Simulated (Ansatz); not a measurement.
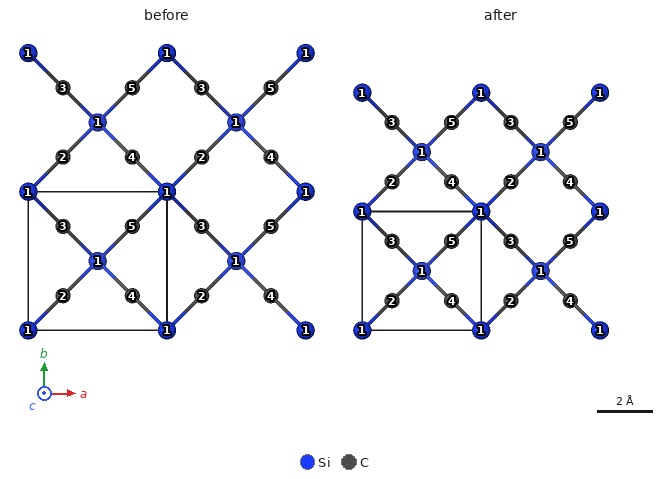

The structure of crystalline SiC4 (a generated structure, set up in Im-3m) (coarse preliminary run) before (left) and after (right) a relaxation, at one scale.

A ball-and-stick model of the conventional cell (2 times the calculation's cell), repeated 2 × 2 × 1 with one cell outlined, seen along the c axis. Lengths and directions refer to the drawn axes.

All numbers below come from DFT PBE, scalar-relativistic, plane waves, PAW in Ansatz 0.2.0. (plane-wave cutoff 420 eV; k-point mesh 6 × 6 × 6; occupations gaussian; smearing width 0.1 eV; no spin polarisation; cell and atoms relaxed; force threshold 0.04 eV/Å; at most 70 steps)

Question: What changed between the two?

Answer: After 5 accepted moves (6 points after the start) the energy has fallen by 743 meV per atom. All forces vanish by symmetry, so only the cell relaxes. Pressure: −32.09 GPa at the start and −0.35 GPa at the end. At 1 point the geometry stayed and the basis and grid were re-selected for the new cell (energy shift of 2.2 meV per atom at most each time). No atom moves by more than 0.005 Å relative to the cell. The volume changes by −37.0 %, with a = b = c 5.117 → 4.387 Å (−14.3 %). Among the contacts that change: Si1–C2 2.216 → 1.899 Å. The space group stays Im-3m (No. 229).
